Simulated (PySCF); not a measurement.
# C4H8BF2N: the cost of one run

Programs: PySCF 2.14.0, with routines of our own; each step states its level. All values are computed. Atoms count from 0.

### 1 The system as given

16 atoms, charge 0, multiplicity 1; geometry from: GFN2-xTB.

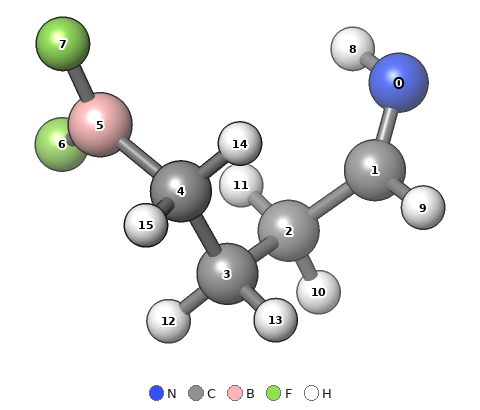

The starting geometry (nitrogen blue, carbon grey, boron pink, fluorine green, hydrogen white).

### 2 Magnetic properties: GIAO CAM-B3LYP/pcSseg-1

Job settings and geometry (Å):

```
{"job": {"kind": "mag", "xc": "CAM-B3LYP", "basis": "pcSseg-1", "isotopologues": 2}, "charge": 0, "multiplicity": 1}
N      1.739444     1.383098     1.413681
C      1.679378     0.362094     0.691073
C      1.038824     0.205796    -0.656278
C      0.069144    -0.978932    -0.682187
C     -1.094605    -0.780025     0.298925
B     -2.070891     0.415091    -0.035717
F     -2.051352     1.096764    -1.164073
F     -3.012344     0.806931     0.798970
H      1.289183     2.212239     1.024677
H      2.154803    -0.532682     1.087537
H      1.833053     0.031247    -1.387960
H      0.515595     1.124500    -0.931941
H     -0.323450    -1.096208    -1.693639
H      0.609971    -1.891025    -0.420637
H     -0.697188    -0.650756     1.309652
H     -1.687164    -1.699187     0.336505
```

Method: GIAO CAM-B3LYP/pcSseg-1 magnetisability, rotational g tensor and spin-rotation constants, non-relativistic, gas phase.

Command:

```
> OMP_NUM_THREADS=1 python excited_run.py task.json out
```

The driver reads the jobs from task.json and runs them one after another.

**Question.** How long does this first job take on 1 thread of Intel Xeon 6975P-C, shared host, and how much memory does it need?

About 29 s, with a peak of 0.92 GiB.
